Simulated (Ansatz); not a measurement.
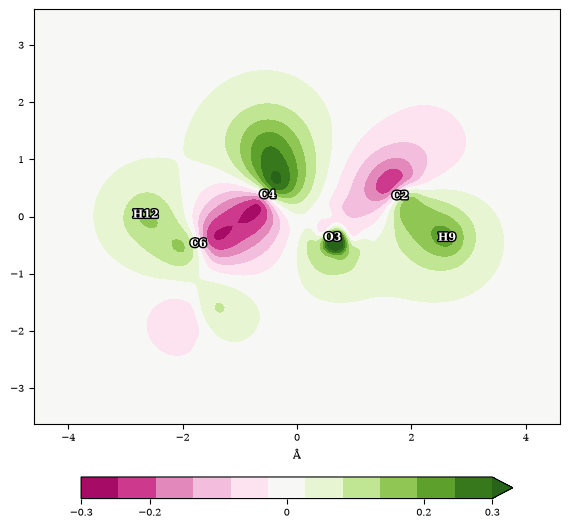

The picture shows: C3H4F4O. The HOMO−1 on the plane of atoms O3, C2 and H9 (values in Å⁻³ᐟ²; the overall sign is arbitrary).

Geometry: PBE0-D4/def2-TZVP.

These are results of RKS PBE0-D4/def2-TZVPP in Ansatz 0.2.0, not measurements.

```yaml
atoms:
  - { symbol: F, position_ang: [-1.0287, -2.2022, 0.4479] }
  - { symbol: C, position_ang: [-0.7664, -1.1412, 1.2763] }
  - { symbol: O, position_ang: [0.2234, -0.3391, 0.7335] }
  - { symbol: C, position_ang: [-0.1546, 0.3823, -0.3697] }
  - { symbol: F, position_ang: [-0.9561, 1.4389, -0.0044] }
  - { symbol: C, position_ang: [1.0866, 0.9537, -1.0396] }
  - { symbol: F, position_ang: [1.7939, -0.0562, -1.5890] }
  - { symbol: F, position_ang: [1.8647, 1.5819, -0.1411] }
  - { symbol: H, position_ang: [-0.3746, -1.5227, 2.2185] }
  - { symbol: H, position_ang: [-1.7021, -0.5913, 1.4137] }
  - { symbol: H, position_ang: [-0.7181, -0.2239, -1.0876] }
  - { symbol: H, position_ang: [0.8089, 1.6644, -1.8247] }
```

What is the character of this orbital?

Answer. Its weight (Hirshfeld) is mainly on O3 (about 45 %), C4 (about 10 %), C2 (about 10 %), F1 (about 10 %) and F5 (about 10 %). Its energy is −9.77 eV.
